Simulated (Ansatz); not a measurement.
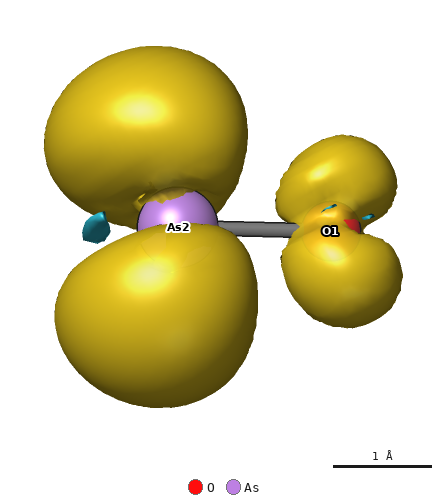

AsO (SMILES O=[As]) (doublet). Isosurfaces of the spin density (α minus β) at +0.02 (yellow) and −0.02 e/Å³ (cyan), seen from one side.

Geometry: PBE0-D4/def2-TZVP.

Computed with UKS PBE0-D4/def2-TZVPP (Ansatz 0.2.0).

### Where is the unpaired spin?

The unpaired spin (1 electron) lies mostly on As2 (about 0.8) and O1 (about 0.2), in electrons by Hirshfeld's partition.
